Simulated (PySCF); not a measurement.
Isobutene, SMILES CC(=C)C at its CAM-B3LYP/def2-SVP optimised geometry (Å):

```
12

C     -0.4009    -1.3517     1.2536
C     -0.8187     0.0906     1.1763
C     -0.2841     0.8596     0.0000
C     -1.6118     0.6511     2.0912
H      0.6976    -1.4403     1.2935
H     -0.7268    -1.9029     0.3558
H     -0.8191    -1.8542     2.1365
H      0.8187     0.8596     0.0000
H     -0.6282     1.9029     0.0000
H     -0.5970     0.3926    -0.9488
H     -1.9085     1.7010     2.0227
H     -1.9930     0.0804     2.9419
```

Computed with CAM-B3LYP/def2-TZVP (PySCF 2.14.0). Cells within 0.4 Å of a nucleus heavier than hydrogen are left out (blank, or x).

Map of the electron localisation function on the plane z = 0.0 Å:

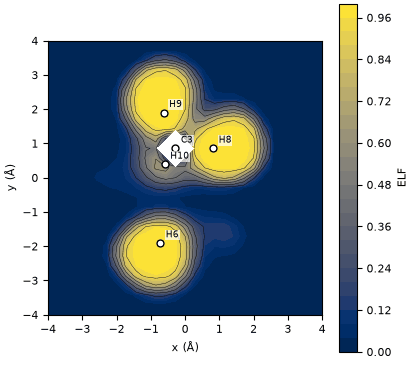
Fig. 1. Electron localisation function on the plane z = 0.0 Å.
